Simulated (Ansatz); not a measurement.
# Ga₄SbP₃: what the fields show

Input file:

```
crystal:
  lattice:
    - [0.0, 5.6073345984, 5.6073345984]
    - [5.6073345984, 0.0, 5.6073345984]
    - [5.6073345984, 5.6073345984, 0.0]
  atoms:
    - { symbol: Ga, position: [-0.006240131, -0.006240131, -0.006240131] }
    - { symbol: Ga, position: [-0.006240131, -0.006240131, 0.518720393] }
    - { symbol: Ga, position: [-0.006240131, 0.518720393, -0.006240131] }
    - { symbol: Ga, position: [0.018720393, 0.493759869, 0.493759869] }
    - { symbol: Ga, position: [0.518720393, -0.006240131, -0.006240131] }
    - { symbol: Ga, position: [0.493759869, 0.018720393, 0.493759869] }
    - { symbol: Ga, position: [0.493759869, 0.493759869, 0.018720393] }
    - { symbol: Ga, position: [0.493759869, 0.493759869, 0.493759869] }
    - { symbol: Sb, position: [0.125, 0.125, 0.125] }
    - { symbol: P, position: [0.125, 0.125, 0.625] }
    - { symbol: P, position: [0.125, 0.625, 0.125] }
    - { symbol: P, position: [0.125, 0.625, 0.625] }
    - { symbol: P, position: [0.625, 0.125, 0.125] }
    - { symbol: P, position: [0.625, 0.125, 0.625] }
    - { symbol: P, position: [0.625, 0.625, 0.125] }
    - { symbol: Sb, position: [0.625, 0.625, 0.625] }
scf:
  occupations: { method: gaussian, width: 0.01 }
output:
  eigenvalues: true
  write_density: true
  write_potential: true
  elf: true
  volumetric_format: npy
hamiltonian:
  xc: pbesol
magnetization:
  noncollinear: true
  spin_orbit: true
kpoints:
  mp_grid: { grid: [3, 3, 3] }
```

Launched as:

```sh
ansatz run input.yaml --threads 8 --pin off --max-ram 24576MiB --backend cpu --events-out ev --progress --plain --runs-dir out
```

Space group P-43m; a generated structure, not necessarily the stable one.

Method: DFT PBEsol, spin-orbit coupling, plane waves, PAW in Ansatz.

In a PAW calculation such maps are meaningful between the atoms, not at the nuclei.

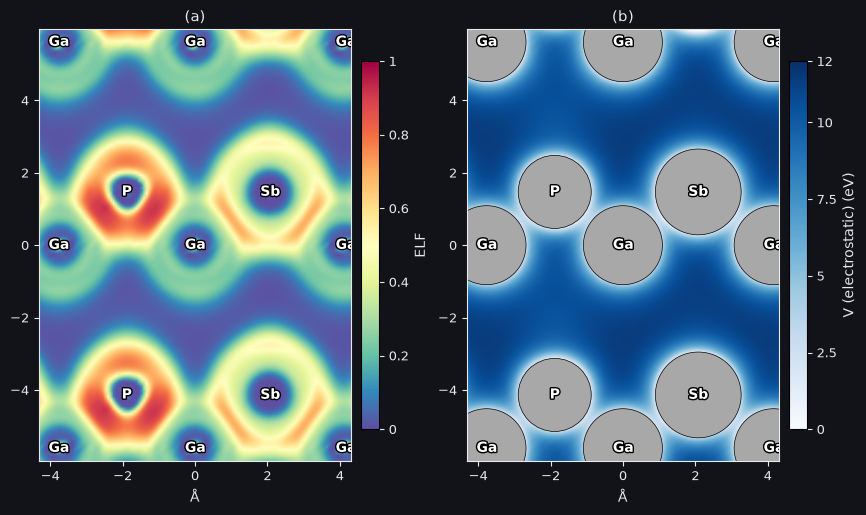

Figure 1. (a) electron localisation function; (b) electrostatic potential (local pseudopotential plus Hartree) felt by an electron on the (011̄) plane of the calculation cell. Grey discs cover the atomic cores in the potential map.

Question: What does the map show?

Answer: Atoms in the plane: Ga, Sb and P. Ga–P (2.39 Å): the ELF peaks at about 0.90 in the valence shell of P, 0.9 Å from its nucleus, and is about 0.75 at the midpoint. Ga–Sb (2.55 Å): the ELF peaks at about 0.70 between the atoms. Outside the cores the potential energy rises away from the atoms and is highest about 2.4 Å from the nearest atoms; its zero is arbitrary.

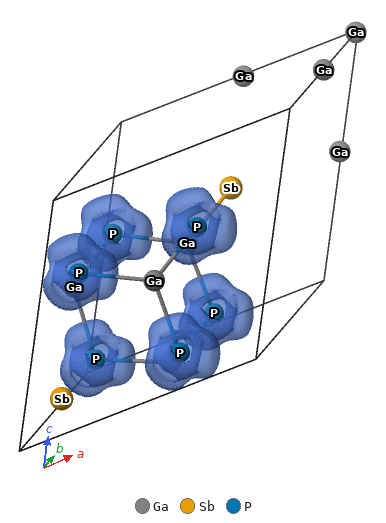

Figure 2. Isosurface of the ELF at 0.75 (blue), seen slightly off an axis. Core shells and regions of very low density are left out. Sticks mark near contacts.

Question: Describe the localisation domains.

Answer: The surface consists of six regions on P in which the atom's valence shell and bonds are merged, counted in one cell of 16 atoms. Regions shared between cells count once.
